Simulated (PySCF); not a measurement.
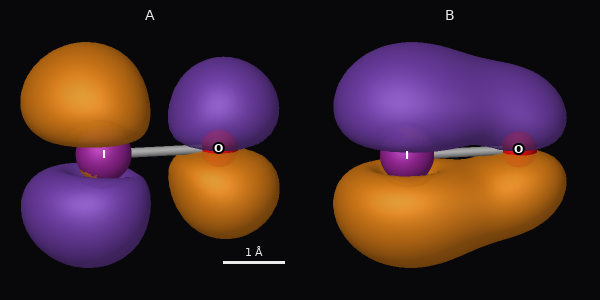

Figure. IO (charge −1). Two frontier orbitals, each drawn at the value that holds 80 % of its norm (orange and purple are the two phases), in no order; of a degenerate pair one member is drawn.

Core potentials replace the inner electrons of I.

Theory: PBE0/def2-SVPD, non-relativistic Hamiltonian with scalar-relativistic core potentials where named, at a bond length of 1.976 Å (PySCF 2.14.0).

> Label each orbital by symmetry, say whether it is occupied, and order them by energy.

Orbital B: π, occupied, −3.17 eV; bonding, with no node between the atoms.
Orbital A: π, occupied, −0.44 eV; antibonding, with a node between the atoms.
